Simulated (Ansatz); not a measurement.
# How BiAs (hypothetical, Fm-3m) expands on warming

Wanted: α(T), C_P(T) and B(T) of BiAs (hypothetical) in the quasi-harmonic approximation. The compound is hypothetical: it was made by swapping elements on a known structure type.

Method: DFT PBEsol, scalar-relativistic, plane waves, PAW, in Ansatz 0.2.0.

### 1. Set-up

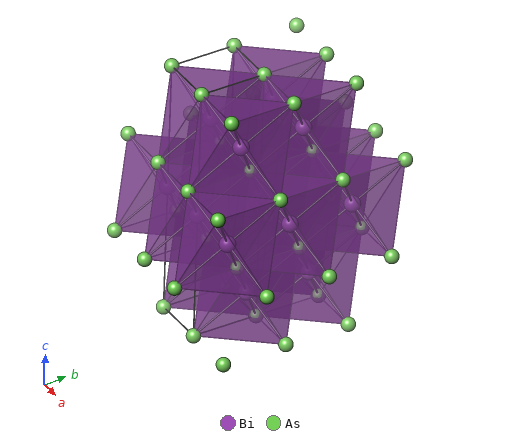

The cell as given, slightly off an axis (bismuth purple, arsenic green). 2×2×1 cells are drawn. This picture shows the conventional cell, with its axes. Bonds to atoms that aren't drawn are left out. Some periodic images of atoms are drawn too.

### 2. Probe on a coarse mesh

Before spending time, one coarse run tells the gap and the pressure of the starting cell.

input.yaml reads:

```yaml
crystal:
  lattice:
    - [2.07808, 1.19978, 3.72958]
    - [-2.07808, 1.19978, 3.72958]
    - [0.0, -2.39956, 3.72958]
  atoms:
    - { symbol: Bi, position: [0.5, 0.5, 0.5] }
    - { symbol: As, position: [0.0, 0.0, 0.0] }
kpoints:
  mp_grid: { grid: [6, 6, 6] }
hamiltonian:
  xc: pbesol
scf:
  occupations: { method: gaussian, width: 0.1 }
output:
  forces: true
  stress: true
  eigenvalues: true
```

Started as:

```console
$ ansatz run input.yaml --threads 4 --pin off --max-ram 8192MiB --backend cpu --events-out ev --progress --plain --runs-dir out
```

Numbers of over 12 decimals in the logs are rounded to 6 here.

The program printed:

```text
Engine: ansatz 0.2.0, aarch64-unknown-linux-gnu
Pseudopotentials: kind: paw
Pseudopotential: Bi, paw, valence charge 15, recommended cutoff 420 eV (normal), Bi.paw.azcp
Pseudopotential: As, paw, valence charge 15, recommended cutoff 420 eV (normal), As.paw.azcp
Functional definition: PBEsol
  exchange = pbesol_x
  correlation = pbesol_c
Crystal: 2 atoms, lattice volume = 55.792 Å³
Basis set: ecut = 420 eV, 1087 PW (Γ), exchange–correlation on 60×60×60 points (8 copies of the dense FFT grid, shifted against one another)
Bands: 19, of which v1, the nominal top of the filled ones, is band 15 counted from 1 (14 counted from 0)
Symmetry: 12 space group operations
Space group: R-3m (ITA 166), of the structure as read, at distance tolerance 3.8e-5 Å
k-points: 32 of 216
Non-local potential: Bi, projectors of the file, l = 0: 2, l = 1: 2, l = 2: 2, l = 3: 2
Non-local potential: As, projectors of the file, l = 0: 2, l = 1: 2, l = 2: 3, l = 3: 1
PAW form: soft (Blöchl's): semilocal exchange-correlation on the pseudo side does not see the compensation charge
PAW frozen core: Bi, regenerated for the run's functional, and the local potential with it (the file was generated under x = pbe(κ = 0.804, μ = 0.219515), c = pbe(β = 0.066725))
PAW frozen core: As, regenerated for the run's functional, and the local potential with it (the file was generated under x = pbe(κ = 0.804, μ = 0.219515), c = pbe(β = 0.066725))
PAW one-centre angular grid: Bi, 590 points (default); XC on 64 Gauss nodes
PAW one-centre angular grid: As, 590 points (default); XC on 64 Gauss nodes
Initial density: superposition of atomic densities (neutral atoms: chi_scale 0, normalization atom), corrected by the library's trained network
Initial wavefunctions: pseudopotential atomic-orbital guess
Functional: x = pbesol(κ = 0.804, μ = 0.123457), c = pbesol(β = 0.046)
SCF iter   1: F=—  HF=-17054.918460 eV  |F-HF|=—  |Δ(HF+E_count)|=         —  Δρ=1.12e-3  dr2=5.86e-4  ethr=1.77e-3  ⟨swp⟩=5.8  Hψ=2841  notcnv=0
preconditioner: auto → Kerker (q_TF=auto, 2.460 Å⁻¹)  [metal: Δε(μ)=0.042 eV  Ē_g=9.213 eV  σ=0.100 eV  W_gap=0.23  n_scr=14 (ndim 8)  ℏωp=15.7 eV  f_vac=0.001  D(μ)=1.10/eV (n_scr^D=8)]
SCF iter   2: F=—  HF=-17054.917035 eV  |F-HF|=—  |Δ(HF+E_count)|=   1.43e-3  Δρ=8.19e-4  dr2=3.36e-4  ethr=1.95e-6  ⟨swp⟩=2.2  Hψ=1345  notcnv=0
SCF iter   3: F=—  HF=-17054.917015 eV  |F-HF|=—  |Δ(HF+E_count)|=   2.01e-5  Δρ=2.89e-4  dr2=6.33e-5  ethr=1.12e-6  ⟨swp⟩=2.0  Hψ=886  notcnv=0
SCF iter   4: F=—  HF=-17054.917021 eV  |F-HF|=—  |Δ(HF+E_count)|=   5.77e-6  Δρ=1.40e-4  dr2=1.58e-5  ethr=2.11e-7  ⟨swp⟩=1.0  Hψ=608  notcnv=0
SCF iter   5: F=—  HF=-17054.917022 eV  |F-HF|=—  |Δ(HF+E_count)|=   8.53e-7  Δρ=3.10e-5  dr2=7.22e-7  ethr=5.27e-8  ⟨swp⟩=1.9  Hψ=662  notcnv=0
SCF iter   6: F=-17054.917022 eV  HF=-17054.917022 eV  |F-HF|=1.74e-8  |Δ(HF+E_count)|=   3.21e-7  Δρ=7.73e-6  dr2=3.34e-8  ethr=3.33e-10  ⟨swp⟩=4.0  Hψ=2611  notcnv=0
SCF 1 converged in 6 iterations: F = -17054.917022 eV  dr2 = 3.34e-8
  greatest PAW one-centre occupation: 0.999 electrons in one spin orbital (limit 2), on the As atom at site 1 (counted from 0), in its partial waves of l = 2
SCF converged after 6 iterations
Free energy (F): -17054.917022 eV
Harris-Foulkes:  -17054.917022 eV  (|F-HF|=1.74e-8)
Internal energy: -17054.911538 eV  (E = F + TS)
E sigma→0 (E₀):  -17054.914280 eV
Entropy (-TS):   -0.005484 eV (-2.742 meV/atom)
Fermi energy:    9.986510 eV
--- Per-component energies (eV) ---
  E_band       = -339.512281
  E_kinetic    = 403.254979
  E_local      = -3221.003622  (includes V_loc(G=0)·N_el)
  E_nonlocal   = -105.823364
  E_hartree    = 1431.050339
  E_xc         = -228.369855
  E_vxc        = -222.519078  (∫ρ·V_xc dr)
  E_paw        = -12301.971034  (= ΣΔE_a)
  E_vpaw       = -55.522382  (= ΣTr[D̂ρ^β])
  E_aug_tail   = -0.000460  (compensation charges beyond the density's cutoff)
  E_ewald      = -3033.104701
  E_core_change = 1.056181  (= ΣΔE_core)
  E_smearing   = -0.005484  (= −TS)
  E_closure    = 0.000000  (closes the sum)
  Σ components = -17054.917022   (vs F -17054.917022, Δ=0.00e0)
--- Forces (eV/Å), atoms counted from 1 ---
  atom   1  Bi    -0.00000000     0.00000000    -0.00000000
  atom   2  As    -0.00000000     0.00000000     0.00000000
  max |Σ_I F_I| component: 3.37e-29 eV/Å
--- Stress (GPa, compression-positive) ---
       -2.473742      -0.000000       0.000000
       -0.000000      -2.473742      -0.000000
        0.000000      -0.000000      -6.684200
  P = ⅓ Tr σ = -3.8772 GPa (-38.772 kbar)
--- Band table (eV; the first three rows and the last of 32) ---
  k-point 0: bands = [... 11 lower, 3.2873, 7.7908, 8.8888, 8.8888, 13.5055, 13.5055, 13.8867, 15.0986]
  k-point 1: bands = [... 11 lower, 2.5590, 8.0159, 8.9085, 8.9186, 12.1556, 12.4975, 12.7444, 15.6039]
  k-point 2: bands = [... 11 lower, 0.9386, 8.4370, 9.1233, 9.1639, 10.4426, 11.0055, 11.1156, 16.3069]
  k-point 31: bands = [... 11 lower, -0.8381, 9.7534, 9.7534, 10.3140, 10.3859, 10.5683, 10.5683, 18.3504]
```

Elapsed: 0.57 s, on 4 threads of Arm Neoverse V2, shared host; peak memory 0.35 GiB; 1.7 s of CPU time.

Reading the cycles: dr2 is the Hartree energy of the density residual (eV), the measure of convergence; HF is the Harris–Foulkes estimate of the energy, which meets the free energy F at convergence.

This step gave:

```
pressure          : -3.877 GPa
volume per atom   : 27.90 Å³
gap on the k-mesh : 0 eV
```

The start is under -3.9 GPa at this level and looks like a metal on this mesh.

### 3. Relaxation

Phonons are second derivatives about a minimum, so cell and atoms are relaxed first, inside the symmetry of the start.

input.yaml, the sections that differ from step 2:

```yaml
kpoints:
  mp_grid: { grid: [12, 12, 12] }
output:
  forces: true
  stress: true
  eigenvalues: true
  write_density: true
  write_potential: true
  elf: true
  volumetric_format: npy
relax:
  adjacent_minimum: "off"
  f_tol: 0.005
  max_steps: 80
  cell: { stress_tol: 0.05 }
# crystal, hamiltonian, scf: as in step 2
```

The program printed:

```text
[...]
Crystal: 2 atoms, lattice volume = 55.792 Å³
Basis set: ecut = 420 eV, 1087 PW (Γ), exchange–correlation on 60×60×60 points (8 copies of the dense FFT grid, shifted against one another)
Bands: 19, of which v1, the nominal top of the filled ones, is band 15 counted from 1 (14 counted from 0)
Symmetry: 12 space group operations
[...]
k-points: 189 of 1728
[...]
SCF iter   1: F=—  HF=-17054.925829 eV  |F-HF|=—  |Δ(HF+E_count)|=         —  Δρ=1.48e-3  dr2=2.03e-3  ethr=1.77e-3  ⟨swp⟩=5.8  Hψ=16793  notcnv=0
[...]
SCF iter   6: F=-17054.924043 eV  HF=-17054.924043 eV  |F-HF|=3.93e-8  |Δ(HF+E_count)|=   2.30e-7  Δρ=1.34e-5  dr2=9.66e-8  ethr=3.33e-10  ⟨swp⟩=7.6  Hψ=25485  notcnv=0
SCF 1 converged in 6 iterations: F = -17054.924043 eV  dr2 = 9.66e-8
[...]
relax step   1: F+E_penalty+E_count = -17054.92404276 eV  Δ(F+E_penalty+E_count) = +0.000e0 eV  max|allowed force component| = 1.336e-28 eV/Å  Δτ_max = 0.0000 Å  P = -3.965 GPa  Ω = 55.792 Å³  (6 SCF iters, dr2 threshold 1.00e-7 eV, accepted)
Crystal: 2 atoms, lattice volume = 51.790 Å³
Basis set: ecut = 420 eV, 995 PW (Γ), exchange–correlation on 60×60×60 points (8 copies of the dense FFT grid, shifted against one another)
[...]
iter 1 solved again at ethr=2.01e-5 eV; its pass at ethr=3.10e-3 eV (dr2=6.03e-3 eV) is discarded
[...]
SCF iter   6: F=-17054.997207 eV  HF=-17054.997207 eV  |F-HF|=1.14e-8  |Δ(HF+E_count)|=   4.61e-8  Δρ=1.12e-5  dr2=7.21e-8  ethr=6.67e-10  ⟨swp⟩=11.9  Hψ=35869  notcnv=0
SCF 2 converged in 6 iterations: F = -17054.997207 eV  dr2 = 7.21e-8
relax step   2: F+E_penalty+E_count = -17054.99720680 eV  Δ(F+E_penalty+E_count) = -7.316e-2 eV  max|allowed force component| = 8.415e-30 eV/Å  Δτ_max = 0.0000 Å  P = +0.833 GPa  Ω = 51.790 Å³  energy of the carried Pulay correction = +6.897e-4 eV  (6 SCF iters, dr2 threshold 2.00e-7 eV, accepted)
Crystal: 2 atoms, lattice volume = 52.292 Å³
Basis set: ecut = 420 eV, 965 PW (Γ), exchange–correlation on 60×60×60 points (8 copies of the dense FFT grid, shifted against one another)
[...]
SCF iter   6: F=-17055.013814 eV  HF=-17055.013814 eV  |F-HF|=1.04e-9  |Δ(HF+E_count)|=   9.58e-8  Δρ=6.22e-6  dr2=1.94e-8  ethr=6.67e-10  ⟨swp⟩=11.0  Hψ=30195  notcnv=0
SCF 3 converged in 6 iterations: F = -17055.013814 eV  dr2 = 1.94e-8
relax step   3: F+E_penalty+E_count = -17055.01381354 eV  Δ(F+E_penalty+E_count) = -1.661e-2 eV  max|allowed force component| = 1.345e-28 eV/Å  Δτ_max = 0.0000 Å  P = +0.230 GPa  Ω = 52.292 Å³  energy of the carried Pulay correction = +6.034e-4 eV  (6 SCF iters, dr2 threshold 2.00e-7 eV, accepted)
[...]
relax step   4: F+E_penalty+E_count = -17055.01389923 eV  Δ(F+E_penalty+E_count) = -8.570e-5 eV  max|allowed force component| = 6.311e-29 eV/Å  Δτ_max = 0.0000 Å  P = -0.028 GPa  Ω = 52.483 Å³  energy of the carried Pulay correction = +5.698e-4 eV  (4 SCF iters, dr2 threshold 1.33e-7 eV, accepted)
[...]
SCF iter   6: F=-17055.013421 eV  HF=-17055.013421 eV  |F-HF|=1.09e-11  |Δ(HF+E_count)|=  1.78e-10  Δρ=1.75e-7  dr2=1.28e-11  ethr=1.00e-12  ⟨swp⟩=5.0  Hψ=18921  notcnv=0
SCF 5 converged in 6 iterations: F = -17055.013421 eV  dr2 = 1.28e-11
relax step   5: F+E_penalty+E_count = -17055.01342086 eV  Δ(F+E_penalty+E_count) = +4.784e-4 eV  max|allowed force component| = 3.366e-29 eV/Å  Δτ_max = 0.0000 Å  P = -0.031 GPa  Ω = 52.483 Å³  stress off target by 4.34e-2 GPa  SCF on the basis re-selected at this cell (its energy is not comparable with the rows above)  (6 SCF iters)
basis re-selected at this cell: Δ(F+E_penalty+E_count) = +4.784e-4 eV, ΔP = -0.002 GPa vs the last step (what re-selecting the basis moved, of the pressure what is left beyond the Pulay correction that the steps carried, after the strain that the cell walked since its last selection, with what the two solves' SCF thresholds leave and, on support functions, any second-order correction that the steps lacked; it is no m [...]
SCF converged after 6 iterations
Free energy (F): -17055.013421 eV
[...]
Internal energy: -17055.011636 eV  (E = F + TS)
E sigma→0 (E₀):  -17055.012528 eV
Entropy (-TS):   -0.001785 eV (-0.893 meV/atom)
Fermi energy:    10.967352 eV
[...]
--- Stress (GPa, compression-positive) ---
       -0.024584       0.000000      -0.000000
        0.000000      -0.024584       0.000000
       -0.000000       0.000000      -0.043370
  P = ⅓ Tr σ = -0.0308 GPa (-0.308 kbar)
--- Band table (eV; the first three rows and the last of 189) ---
  k-point 0: bands = [... 11 lower, 4.6637, 9.3433, 9.3480, 9.3480, 14.7722, 14.7722, 14.7739, 16.7084]
  k-point 1: bands = [... 11 lower, 4.3882, 9.3648, 9.3689, 9.4792, 14.3400, 14.4155, 14.4167, 16.5214]
  k-point 2: bands = [... 11 lower, 3.6817, 9.4340, 9.4377, 9.7637, 13.4909, 13.6396, 13.6402, 16.4618]
  k-point 188: bands = [... 11 lower, 0.0114, 10.2705, 10.2705, 10.7586, 11.0025, 11.0100, 11.0100, 19.8657]
--- Relaxed structure (4 steps of the walk, 4 accepted, 1 SCFs on fresh bases) ---
  F+E_penalty+E_count = -17055.01342086 eV   max|allowed force component| = 3.366e-29 eV/Å   (the final SCF, on the basis selected at the relaxed cell)
  cell:  # Å, volume = 52.4832 Å³
    - [2.100989, 1.213006, 3.432274]
    - [-2.100989, 1.213006, 3.432274]
    - [0, -2.426013, 3.432274]
  atoms:
    - { symbol: Bi, position: [0.5, 0.5, 0.5] }
    - { symbol: As, position: [0, 0, 0] }
```

Run time: 13 s. Hardware: 4 threads; peak memory 0.5 GiB.

Step by step:

| step | energy less that of the first step (eV) | largest force component (eV/Å) | pressure (GPa) | volume (Å³) |
| --- | --- | --- | --- | --- |
| 1 | 0.0000 | 0.0000 | -3.97 | 55.79 |
| 2 | -0.0732 | 0.0000 | 0.83 | 51.79 |
| 3 | -0.0898 | 0.0000 | 0.23 | 52.29 |
| 4 | -0.0899 | 0.0000 | -0.03 | 52.48 |
| 5* | -0.0894 | 0.0000 | -0.03 | 52.48 |

Relaxation steps marked * repeat the geometry before them on a plane-wave basis chosen anew for their cell, so energy and pressure can jump there.

The run keeps the 12 symmetry operations that it works with, so distortions that break them were not tested.

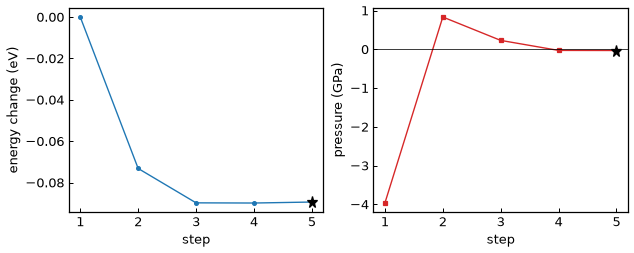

Energy and pressure along the relaxation. Stars mark steps on a basis chosen anew.

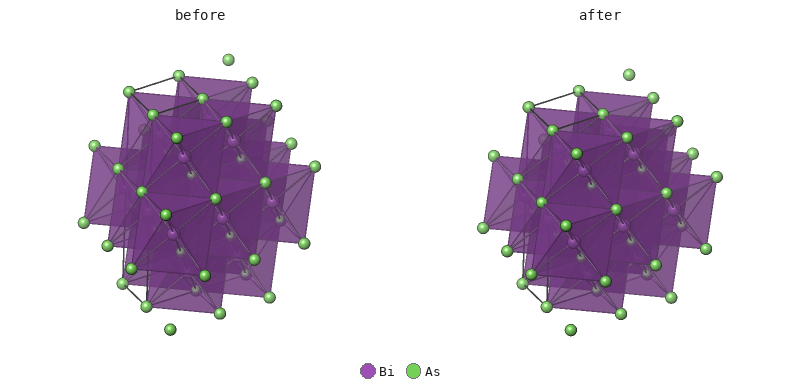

The structure before and after the relaxation, drawn at the same scale. Bonds to atoms that aren't drawn are left out.

| cell as run | before | after | change |
| --- | --- | --- | --- |
| a (Å) | 4.435 | 4.203 | -5.2 % |
| b (Å) | 4.435 | 4.203 | -5.2 % |
| c (Å) | 4.435 | 4.203 | -5.2 % |
| α (°) | 55.88 | 59.98 | +7.3 % |
| β (°) | 55.88 | 59.98 | +7.3 % |
| γ (°) | 55.88 | 59.98 | +7.3 % |
| volume (Å³/atom) | 27.90 | 26.24 | -5.9 % |

The relaxed structure:

```cif
data_structure
_symmetry_space_group_name_H-M 'P 1'
_symmetry_Int_Tables_number 1
_cell_length_a 4.2031
_cell_length_b 4.2031
_cell_length_c 4.2031
_cell_angle_alpha 59.982
_cell_angle_beta 59.982
_cell_angle_gamma 59.982
_cell_volume 52.48
loop_
_atom_site_label
_atom_site_type_symbol
_atom_site_fract_x
_atom_site_fract_y
_atom_site_fract_z
_atom_site_occupancy
Bi1 Bi 0.50000 0.50000 0.50000 1
As2 As 0.00000 0.00000 0.00000 1
```

This step gave:

```yaml
pressure: -0.03085 GPa
volume_per_atom: 26.24 Å³
gap_on_the_k_mesh: 0.08795 eV
```

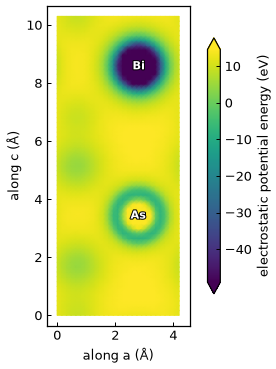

Electrostatic potential energy in the ac plane of the conventional cell at fractional y = 0.333, with atoms of Bi and As within 0.2 Å of it. With pseudopotentials it is smooth inside the atoms' cores, unlike the true potential.

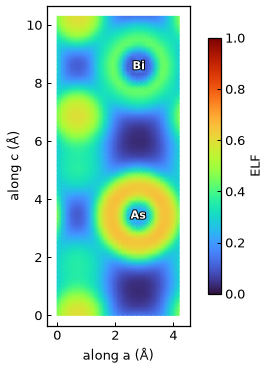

ELF in the ac plane of the conventional cell at fractional y = 0.333, with atoms of Bi and As within 0.2 Å of it. It is the smooth field of the valence electrons, not physical close to the nuclei.

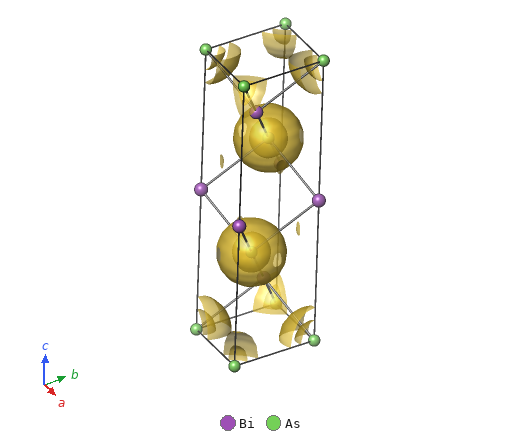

Surface of ELF = 0.59. Bonds to atoms that aren't drawn are left out.

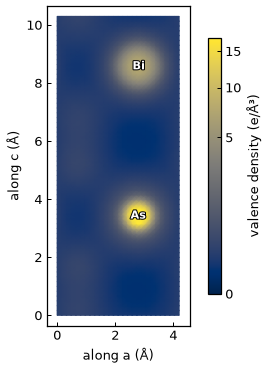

Valence density in the ac plane of the conventional cell at fractional y = 0.333, with atoms of Bi and As within 0.2 Å of it. It is the smooth field of the valence electrons, not physical close to the nuclei. The colour scale is stretched toward low values.

The relaxation ends with a pressure of -0.03 GPa.

(Continued in part 2 of 3.)

[Logs are printed without paths, hosts, clocks, repeated set-up lines and the standing remarks that a program may print on its own settings, such as how far it seeks lower states.]

[Hosts, paths, dates, database ids (printed as entryN), source tags and the programs' standing remarks are cut or masked in the printed files.]

[A step with changed settings may run another functional than the one named; its input shows which.]

[Pressures of single members of a volume series are the stress at the run's cutoff; with an incomplete basis they can lie off −dE/dV of the same runs, and they are not shown converged.]
